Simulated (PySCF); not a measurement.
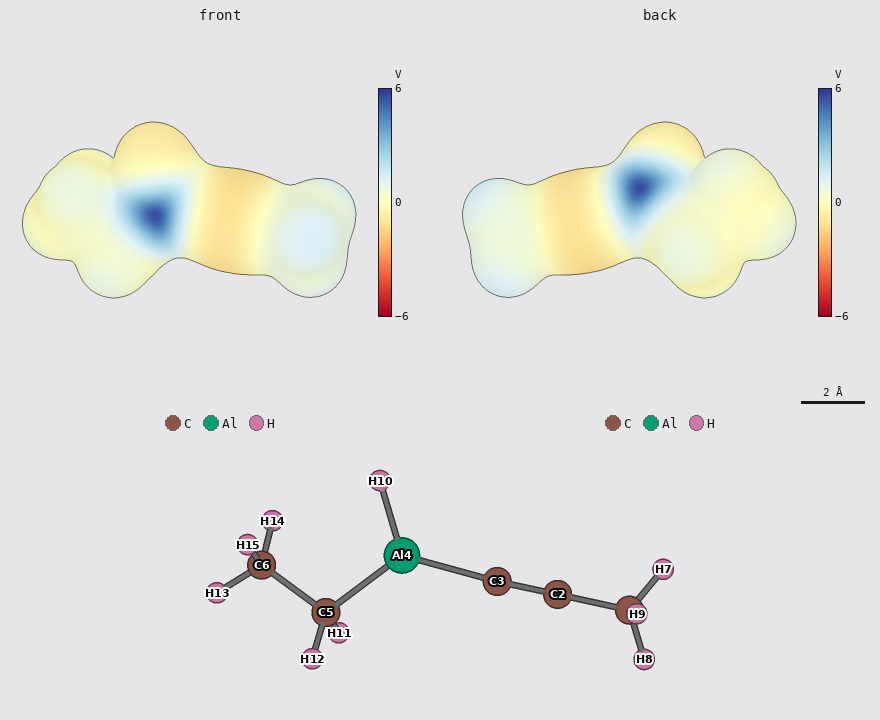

Figure. C$_{5}$H$_{9}$Al (SMILES CC#[C][AlH][CH2]C). The molecular electrostatic potential painted on the density surface at 0.004 e/bohr³, seen from the front and from behind; red is negative and blue positive. The bare structure is drawn below in the same view.

Geometry: GFN2-xTB.

Method: PBE0/pcSseg-1, SCF density, gas phase, non-relativistic (PySCF 2.14.0).

| atom | x (Å) | y (Å) | z (Å) |
| --- | --- | --- | --- |
| C | 4.0789 | -0.0273 | -0.2767 |
| C | 2.6394 | 0.1164 | -0.3317 |
| C | 1.4290 | 0.2332 | -0.3737 |
| Al | -0.4840 | 0.5118 | -0.5031 |
| C | -1.9748 | -0.6419 | 0.1882 |
| C | -3.2956 | 0.0270 | -0.2392 |
| H | 4.5064 | 0.1157 | -1.2693 |
| H | 4.3431 | -1.0230 | 0.0808 |
| H | 4.5036 | 0.7150 | 0.3999 |
| H | -0.9589 | 1.7941 | -1.2354 |
| H | -1.9528 | -1.6731 | -0.1933 |
| H | -1.9682 | -0.7521 | 1.2828 |
| H | -4.1639 | -0.5164 | 0.1342 |
| H | -3.3635 | 0.0774 | -1.3275 |
| H | -3.3433 | 1.0513 | 0.1365 |

Q: Which sites attract a positive test charge, and which a negative one?

A: A positive charge is drawn to the negative regions and a negative charge to the positive ones. The most negative region (about −1.1 V, or −25 kcal/mol for a unit charge) lies over C2 and C3, the most positive (about +5.2 V, or +120 kcal/mol for a unit charge) over Al4.

Q: What dipole moment does the calculation give?

A: Its dipole moment is 1.47 D.
